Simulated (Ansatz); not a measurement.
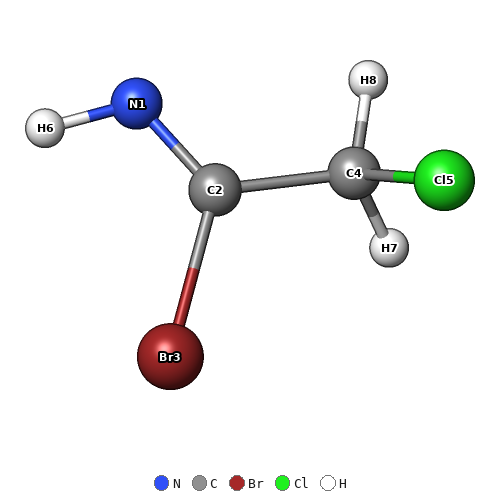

The system is C₂H₃BrClN, SMILES N=C(Br)CCl; the picture shows the reference structure. First axis: dihedral H6–N1–C2–C4. Second axis: dihedral N1–C2–C4–Cl5. Nothing is relaxed (all other coordinates rigid). Grid: 10 × 10 points. Points are written as (first, second). All energies are given in kcal/mol relative to the relaxed molecule at the same level. Energies and slopes of some neighbouring points disagree (a jump in structure or state, or too coarse a mesh). The dihedral twists a double bond; near 90° a spin-restricted reference is unreliable. All numbers below come from Ansatz, RKS PBE0-D4/def2-TZVP.

Its coordinates:

```xyz
8

N    -1.2585   -0.0640    0.8944
C    -0.0918    0.0802    0.4839
Br    1.3782    0.6684    1.5872
C     0.2957   -0.2263   -0.9272
Cl    0.8218    1.2304   -1.7911
H    -1.3815    0.1572    1.8791
H     1.1196   -0.9384   -0.9524
H    -0.5764   -0.6285   -1.4380
```

Range: dihedral H6–N1–C2–C4 from −180 to 144°; dihedral N1–C2–C4–Cl5 from −180 to 144°.

### What will the energy surface look like?

The lowest grid point is at (−180°, 108°), 0.13 kcal/mol from the relaxed molecule at the same level. Other grid points that lie below all their neighbours: (−180°, −108°) (0.20 kcal/mol higher); (−180°, 0°) (1.2 kcal/mol higher); (0°, 0°) (4.1 kcal/mol higher). The highest grid point, (72°, −180°), lies 38.3 kcal/mol above the lowest.

| dihedral N1–C2–C4–Cl5 ↓, dihedral H6–N1–C2–C4 → | −180 | −144 | −108 | −72 | −36 | 0 | 36 | 72 | 108 | 144 |
| --- | --- | --- | --- | --- | --- | --- | --- | --- | --- | --- |
| 144 | 2.2 | 13.2 | 34.2 | 34.1 | 15.6 | 8.0 | 18.4 | 36.9 | 31.5 | 10.3 |
| 108 | 0.1 | 10.5 | 32.5 | 33.9 | 14.4 | 6.1 | 16.1 | 35.6 | 31.7 | 9.5 |
| 72 | 2.2 | 11.6 | 32.4 | 34.2 | 15.1 | 7.1 | 17.0 | 36.3 | 33.3 | 11.8 |
| 36 | 2.2 | 12.4 | 32.7 | 32.7 | 13.3 | 5.6 | 16.7 | 36.5 | 32.7 | 11.2 |
| 0 | 1.3 | 11.6 | 33.1 | 33.6 | 13.4 | 4.2 | 14.4 | 34.6 | 32.2 | 10.7 |
| −36 | 2.5 | 12.4 | 34.0 | 36.0 | 16.0 | 5.9 | 14.7 | 34.2 | 32.4 | 11.9 |
| −72 | 2.4 | 12.7 | 34.2 | 35.8 | 16.4 | 7.3 | 16.3 | 35.6 | 32.2 | 11.2 |
| −108 | 0.3 | 10.2 | 32.3 | 35.0 | 15.5 | 6.3 | 15.4 | 35.0 | 32.4 | 10.2 |
| −144 | 2.6 | 11.3 | 32.3 | 36.5 | 18.0 | 8.5 | 16.8 | 35.5 | 34.3 | 13.2 |
| −180 | 6.4 | 15.8 | 35.5 | 37.5 | 20.1 | 11.9 | 20.9 | 38.4 | 35.1 | 15.3 |

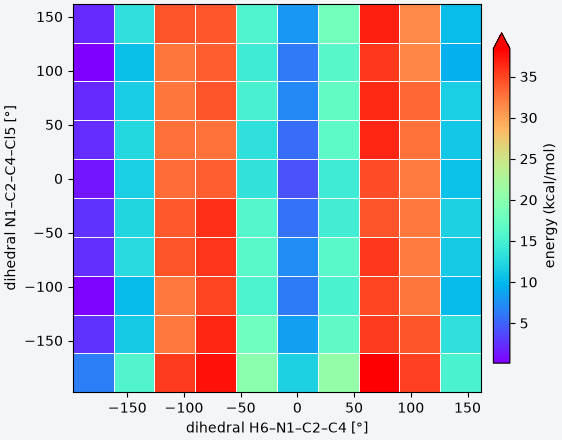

In the figure: one coloured cell a grid point, one colour for all values above the top of the scale.

Time for the 100 points that were run: 28 min on 1 thread of Arm Neoverse V2, with other jobs on the host.
